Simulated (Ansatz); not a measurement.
The relaxed structure here is a generated cell of GaN: the first start was made by placing the elements on the sites of a structure type, and the end was not matched to a known phase here, so it may be hypothetical. Known forms of GaN include space group No. 186, 216.

A relaxed structure of GaN. Computed with r2SCAN (plane waves to 500 eV, PAW, scalar-relativistic; Ansatz, an electronic-structure program).

Cmc2₁ (No. 36), oS8; a = 2.8468 Å, b = 5.7718 Å, c = 4.9761 Å, α = β = γ = 90.00°.

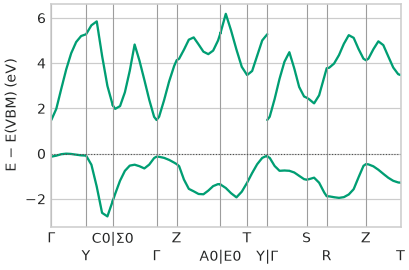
Fig. 1. Highest filled and lowest empty band along the path of this cell's Brillouin zone

Q: Read off the gap and say whether it is direct.

A: 1.49 eV, indirect (valence top at 43 % of the way from Γ to Y, conduction bottom at Γ) (no spin-orbit coupling).

Q: How far does the top valence band disperse along this path?

A: About 2.8 eV.

No spin polarisation in the result.

The run could not lose the symmetry of its start, so the end can be a saddle point.

It was reached from a disturbed copy of a P6₃/mmc (No. 194) cell (NiAs type), against which it lies -164 meV/atom.
